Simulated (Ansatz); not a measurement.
F₃H₂SbSn

The calculation's input:

```
crystal:
  periodic: [false, false, false]
  atoms:
    - {symbol: F, position_ang: [-2.367852, -1.080297, -1.596921]}
    - {symbol: F, position_ang: [-0.379806, 1.276899, -1.610195]}
    - {symbol: F, position_ang: [-1.391157, 0.135553, 1.070443]}
    - {symbol: Sb, position_ang: [-4.253625, 2.391324, -0.699827]}
    - {symbol: Sn, position_ang: [-2.005236, 0.636379, -0.722592]}
    - {symbol: H, position_ang: [-3.916271, 2.705880, -2.377911]}
    - {symbol: H, position_ang: [-3.152085, 3.657009, -0.237924]}
basis:
  gaussian: {orbitals: def2-TZVPD}
hamiltonian: {xc: {name: PBE0}}
output: {forces: true, orbitals: {seedname: orbitals}}
```

Run with:

```sh
ansatz run input.yaml --threads 2 --pin off --max-ram 4350MiB --events-out events.jsonl --progress --plain --runs-dir runs
```

Geometry: BLYP-D3(BJ)/def2-SVP; core potentials replace the inner electrons of Sb and Sn.

Method: isolated molecule in a Gaussian basis; Kohn-Sham density functional theory, functional PBE0 (Ansatz 0.2.0).

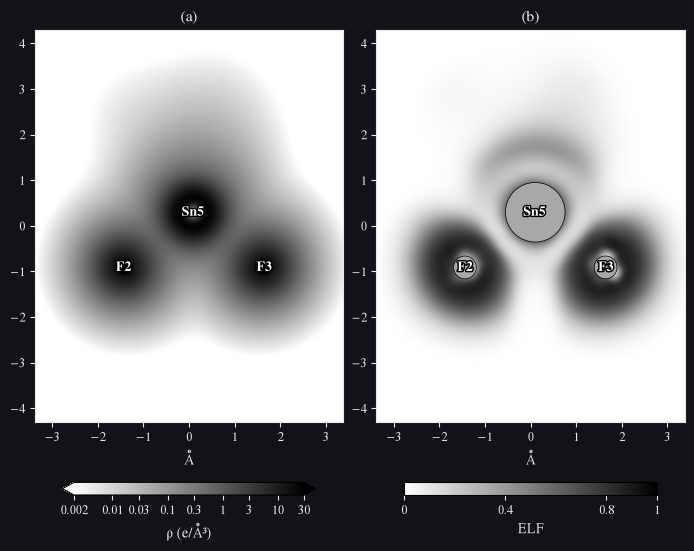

Figure 1. (a) electron density; (b) electron localisation function on the plane of atoms F2, Sn5 and F3. Grey discs cover the atomic cores in the ELF map.

### Read the bonding off the picture.

- The plane passes through F and Sn nuclei.
- Sn–F (1.96 Å): ρ is about 0.78 e/Å³ halfway; the ELF peaks at about 0.80 in the valence shell of F, 0.5 Å from its nucleus, and drops to about 0.15 between the two atoms.
- The ELF also peaks beside F3 and F2, away from the bonds: lone-pair regions.

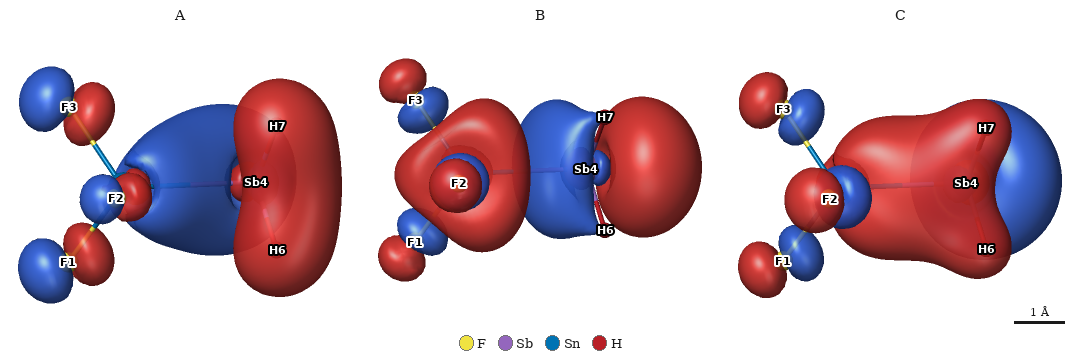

Figure 2. Three frontier orbitals at ±0.08 Å⁻³ᐟ² (blue and red are the two phases), in no order.

### Order the three orbitals by energy and name them.

A is the HOMO−1 (−9.77 eV). Its weight (Hirshfeld) is mainly on Sb4 (about 50 %), Sn5 (about 15 %), H6 (about 10 %), H7 (about 10 %), F1 (about 5 %) and F3 (about 5 %). C is the HOMO (−8.97 eV). Its weight (Hirshfeld) is mainly on Sb4 (about 55 %), Sn5 (about 20 %) and F2 (about 5 %). B is the LUMO (−3.30 eV). By Hirshfeld shares it lies mainly on Sb4 (about 50 %), Sn5 (about 30 %) and F2 (about 5 %).

### What is the HOMO–LUMO gap?

5.67 eV between the orbital energies.

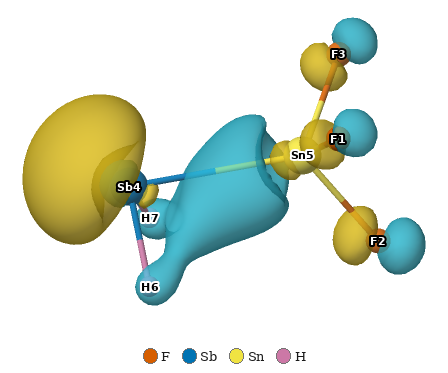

Figure 3. The HOMO at ±0.15 Å⁻³ᐟ² (yellow and cyan are the two phases), seen at an oblique angle.

### Where does this orbital lie, and at what energy?

It lies mainly on Sb4 (about 55 %), Sn5 (about 20 %) and F2 (about 5 %). Its energy is −8.97 eV.
